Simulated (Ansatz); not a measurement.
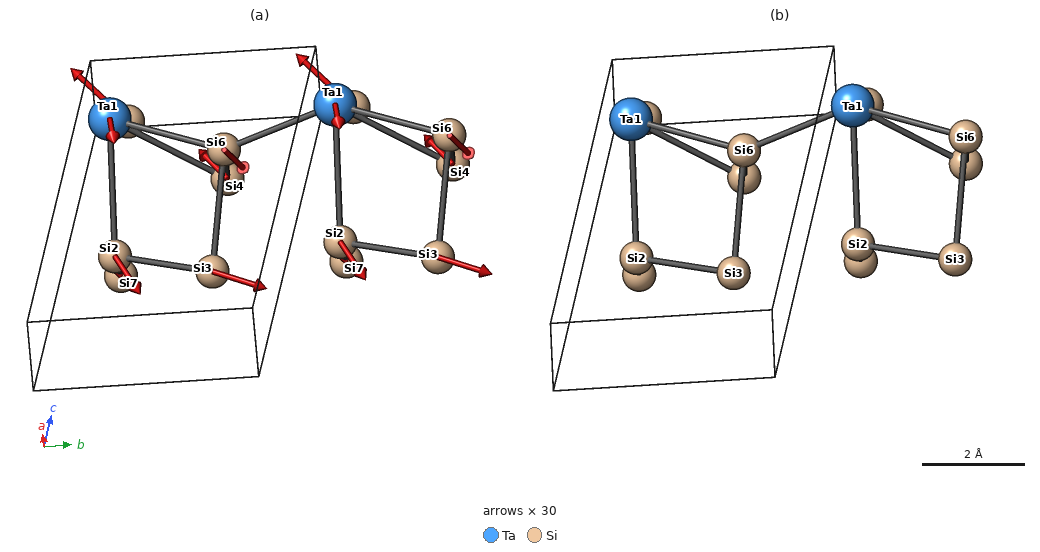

The structure of a crystal of TaSi6 (a generated structure, set up in P1) before (left) and after (right) a relaxation, at one scale. The red arrows give the displacements (the part carried along by the change of the cell is left out), magnified 30 times.

Style: ball-and-stick. Shown: the cell of the calculation, repeated 1 × 2 × 1 with one cell outlined, from a free direction.

These are results of Ansatz, DFT PBE, scalar-relativistic, plane waves, PAW, not measurements.

Input
```yaml
crystal:
  lattice:
    - [5.0519188969, 0.0, 0.0]
    - [2.3170508966, 4.5134432311, 0.0]
    - [1.4396974853, 0.8614306702, 5.0279499548]
  atoms:
    - { symbol: Ta, position: [0.8498480015, 0.1356826593, 0.8087707669] }
    - { symbol: Si, position: [0.6706764541, 0.2901481674, 0.3225836897] }
    - { symbol: Si, position: [0.746949715, 0.754024635, 0.2189644377] }
    - { symbol: Si, position: [0.3850753826, 0.6834587631, 0.6723865147] }
    - { symbol: Si, position: [0.2940112644, 0.1632817324, 0.9440697475] }
    - { symbol: Si, position: [0.8687741539, 0.684901292, 0.6575577876] }
    - { symbol: Si, position: [0.1846650286, 0.2885027507, 0.3756670558] }
basis:
  ecutwfc: 420
kpoints:
  mp_grid: { grid: [8, 8, 8] }
hamiltonian:
  xc: pbe
scf:
  occupations: { method: gaussian, width: 0.1 }
output:
  forces: true
  stress: true
  eigenvalues: true
relax:
  adjacent_minimum: "off"
  f_tol: 0.01
  max_steps: 80
  cell: { stress_tol: 0.05 }
```

Launched with:
```bash
ansatz run input.yaml --threads 1 --pin off --max-ram 2048MiB --backend cpu --events-out ev --progress --plain --runs-dir out
```

Q: What changed between the two?

A: The run was cut off at its time limit before the relaxation converged, so the last structure is only a point on the way. The largest move relative to the cell is that of Si5, 0.053 Å along [1 −3 2]. Largest moves by element: Si 0.053 Å, Ta 0.025 Å. Cell: a 5.052 → 5.077 Å (+0.5 %), b 5.073 → 5.045 Å (−0.6 %), c 5.300 → 5.336 Å (+0.7 %), α 74.4° → 75.2°, β 74.2° → 74.6°, γ 62.8° → 60.9°. Volume −0.7 %. Some distances before and after: Ta1–Si4 2.764 → 2.678 Å, Ta1–Si4 (another image) 2.695 → 2.622 Å, Ta1–Si5 2.650 → 2.685 Å, Ta1–Si3 2.606 → 2.636 Å. Among the angles between lasting bonds that change: Ta1–Si6–Si4 116.2° → 119.6°, Ta1–Si6–Si7 143.5° → 140.7°, Si2–Si7–Si3 120.9° → 118.4°. The space group stays P1 (No. 1). The energy falls by 5.3 meV per atom in 2 geometry steps. The largest force component goes from 0.11 to 0.099 eV/Å. Pressure: −0.24 GPa at the start and 0.07 GPa at the end. Cost: 4.3 min on 1 thread of Arm Neoverse V2, with other jobs on the host, peak memory 0.85 GiB.
